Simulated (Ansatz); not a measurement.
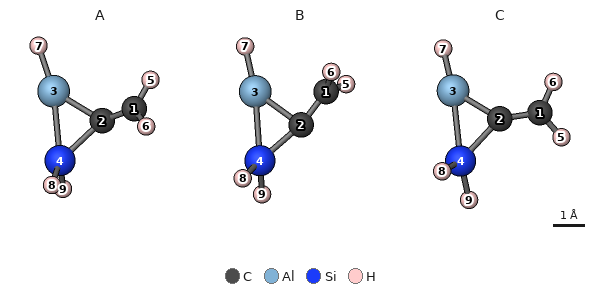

3 geometries from a converged minimum-energy path of C2H5AlSi, shuffled. A ball-and-stick model, seen at a tilt.

Level of theory: Ansatz, RKS B3LYP-D4/def2-SVP. Run with 5 movable images; climbing image; force threshold 0.05 eV/Å; iteration limit 60; starting path through a guess of the saddle point.

**Which frame is the top of the path?**

B. In order along the path, whose images run from 0 to 6: C (image 1, +4.1 kJ/mol), B (image 3, +64.2 kJ/mol), A (image 5, +3.1 kJ/mol). The motion is an edge inversion through a T-shaped arrangement: the angle C1–C2–Si4 opens from 135° to 167° on the way. No bond forms or breaks between the ends. Bond angles that change up to the highest image, for instance: C1–C2–Al3 149.8° → 90.5°, C1–C2–Si4 134.7° → 167.0°.

The run took 3.6 min on 1 thread of Intel(R) Xeon(R) Platinum 8488C (Sapphire Rapids) (shared host), peak memory 0.19 GiB.
